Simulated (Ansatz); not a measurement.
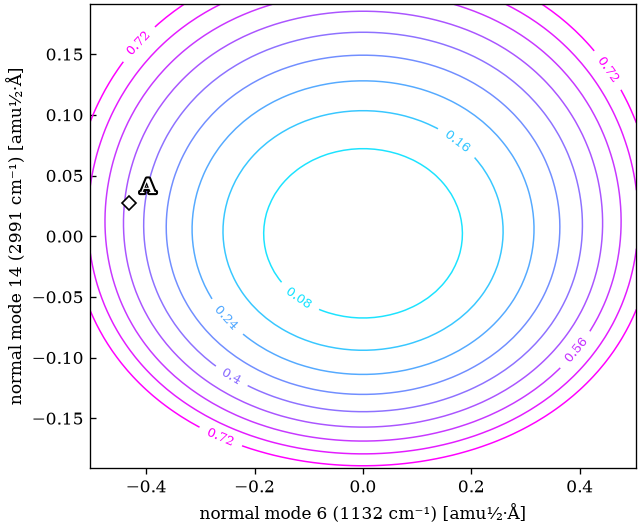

C2H5O, SMILES [CH2+]OC, charge +1. First axis: normal mode 6 (1132 cm⁻¹). Second axis: normal mode 14 (2991 cm⁻¹). Nothing is relaxed (straight displacements along the two mass-weighted modes). The grid has 15 × 15 points. Points are written as (first, second). Energies are in eV, from the lowest grid point. Computed with RKS PBE-D4/def2-TZVP in Ansatz.

In the figure: contour lines labelled in eV (none above 0.72), the point A. Between grid points the surface is interpolated.

Q: Which way does the force act at A, and how strong is it?

A: A, at (−0.432 amu½·Å, 0.027 amu½·Å), is not a stationary point. The computed force is 2.2 eV for each amu½·Å towards larger values of normal mode 6 (1132 cm⁻¹) and 0.51 eV for each amu½·Å towards smaller values of normal mode 14 (2991 cm⁻¹).
